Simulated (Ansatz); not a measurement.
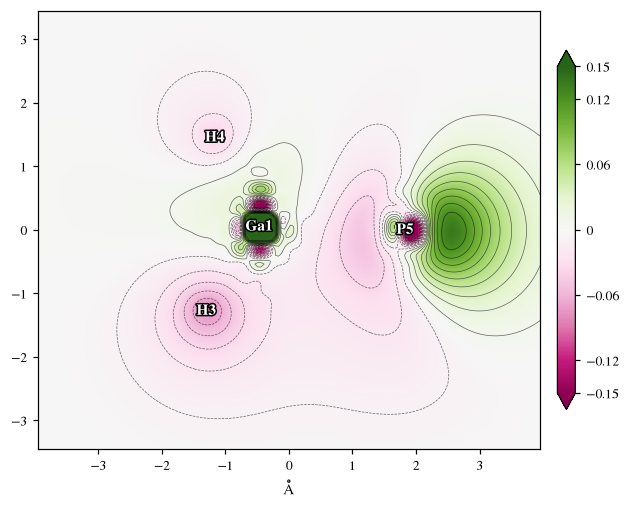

The picture shows: GaH$_{4}$P···H$_{2}$. The LUMO on the plane of atoms H3, Ga1 and P5 (values in Å⁻³ᐟ²; the overall sign is arbitrary).

Not at a stationary point (largest force 1.9 eV/Å).

Computed with Ansatz, RKS PBE0/def2-SVP.

```yaml
atoms:
  - { symbol: Ga, position_ang: [0.0629, -0.6345, -0.2954] }
  - { symbol: H, position_ang: [0.0193, 0.3076, 2.3094] }
  - { symbol: H, position_ang: [1.3798, 0.1886, -0.4984] }
  - { symbol: H, position_ang: [-1.3335, -0.0587, -0.7271] }
  - { symbol: P, position_ang: [0.0910, -2.6489, 0.8117] }
  - { symbol: H, position_ang: [-0.6302, -3.3204, -0.2201] }
  - { symbol: H, position_ang: [1.3814, -3.0464, 0.3631] }
  - { symbol: H, position_ang: [-0.0214, -0.3965, 2.1603] }
```

> Where does this orbital lie, and at what energy?

By Hirshfeld shares it lies mainly on Ga1 (about 70 %) and P5 (about 10 %). Its energy is −1.37 eV.
